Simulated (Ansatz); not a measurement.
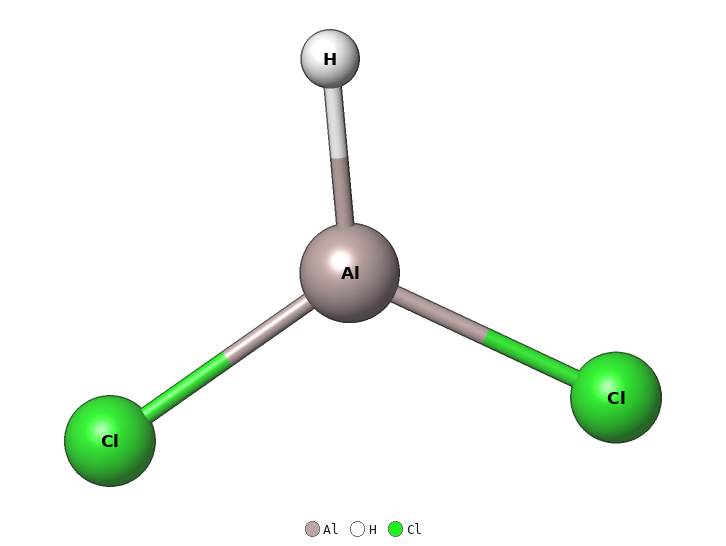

Rendered structure (ball-and-stick style).

Description:

The molecule is AlCl₂H. The point group is C2v. All atoms lie on one plane. Coordination: 1 Al trigonal planar.

More results for the same structure follow; atom numbers are the same in all pictures, views and colours differ. The geometry was computed by an optimisation with PBE0-D4/def2-TZVP.

Geometry

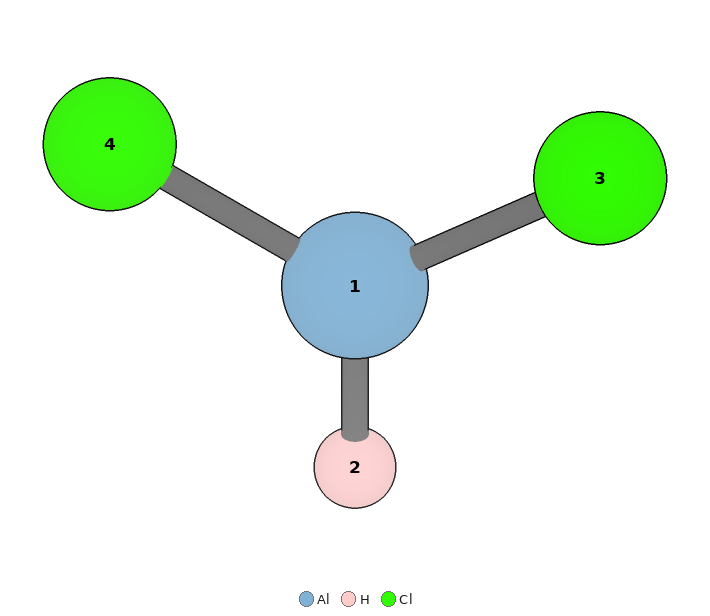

Atoms carry their numbers in the input.

Give the bond lengths.

```
   bond  length (Å)
 Al1–H2       1.563
Al1–Cl3       2.082
Al1–Cl4       2.082
```

Electronic properties

Method: RKS PBE0-D4/def2-TZVP (Ansatz 0.2.0).

Predict the main results.

- dipole moment: 1.02 D
- harmonic zero-point energy: 26.0 kJ/mol

Thermal motion

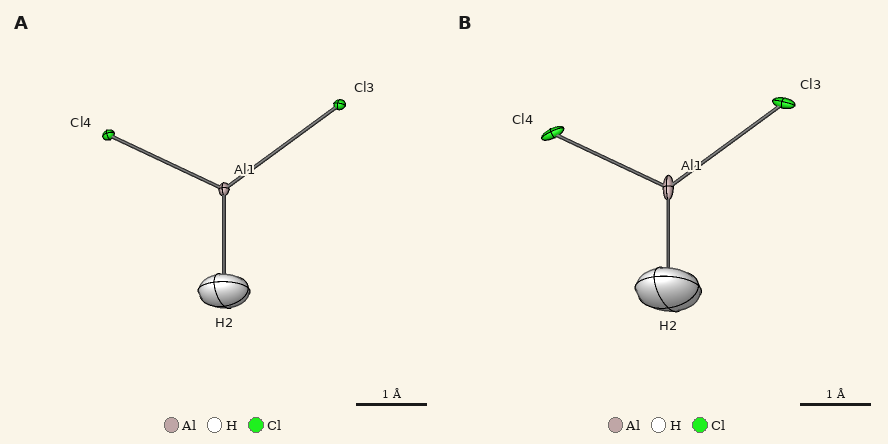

Displacement ellipsoids at the 50 % level, scaled by 1.5, from the internal vibrations of the free molecule (harmonic, no overall translation or rotation; no half-axis is drawn under 0.075 Å). Vibrations computed with RKS PBE0-D4/def2-TZVP (Ansatz 0.2.0). One panel is for 100 K, the other for 600 K.

Question: Which panel is for 600 K?

Answer: B.

Question: How much does the mean-square displacement of Cl3 grow, and why?

Answer: U_eq goes from 0.00058 to 0.0022 Å², a factor of 3.7. Modes below kT (417 cm⁻¹ at 600 K) grow about in proportion to T, and the lowest lies at 160 cm⁻¹; the mean-square amplitude of a mode is its zero-point value times coth(ħω/2kT), which comes close to 1 only above about 3kT.

Vibrations

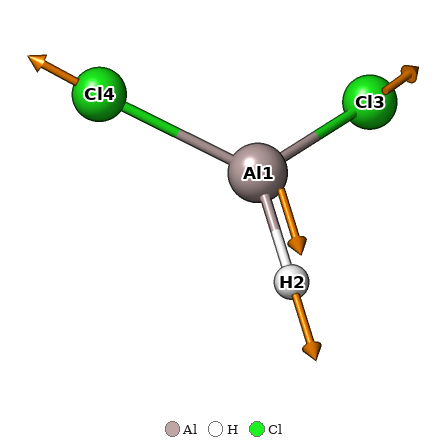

The arrows show one normal mode. Harmonic vibrations computed with RKS PBE0-D4/def2-TZVP (Ansatz 0.2.0) at a stationary point of the same level.

Question: What kind of motion is it?

Answer: Mostly in-phase stretching of 2 Al–Cl bonds.

Question: Estimate its harmonic wavenumber.

Answer: 482 cm⁻¹; it is mode 3 of 6 counted from the lowest.

Charges

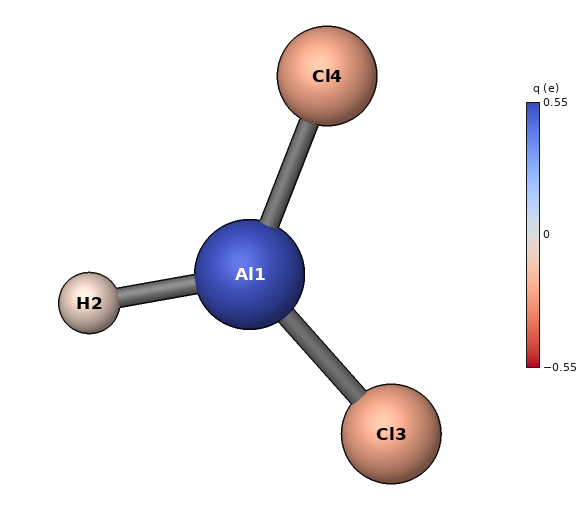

Atoms are coloured by their Mulliken charges. Properties computed with RKS PBE0-D4/def2-TZVP (Ansatz 0.2.0).

List the Mulliken charges.

```
atom  value (e)
 Al1       0.53
  H2      −0.07
 Cl3      −0.23
 Cl4      −0.23
```

Mulliken values depend strongly on the basis set and can even reverse the polarity of a bond.
